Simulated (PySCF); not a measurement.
CHCl, SMILES [CH]Cl, CAM-B3LYP/def2-SVP optimised geometry. Atoms within 1.6 Å of the plane z = 0.8 Å (x, y, z in Å): C1 (-0.73, -0.55, 0.00), Cl2 (0.96, -0.55, 0.00), H3 (-0.96, 0.55, 0.00).

Computed with PySCF 2.14.0 with CAM-B3LYP/def2-TZVP.

Map of the log10 of the electron density (e/bohr³), floored at −4 on the plane z = 0.8 Å:

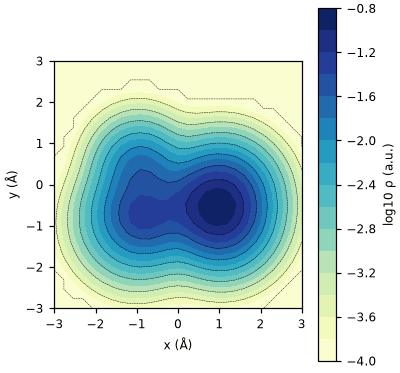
Fig. 1. Log10 of the electron density (e/bohr³), floored at −4 on the plane z = 0.8 Å.
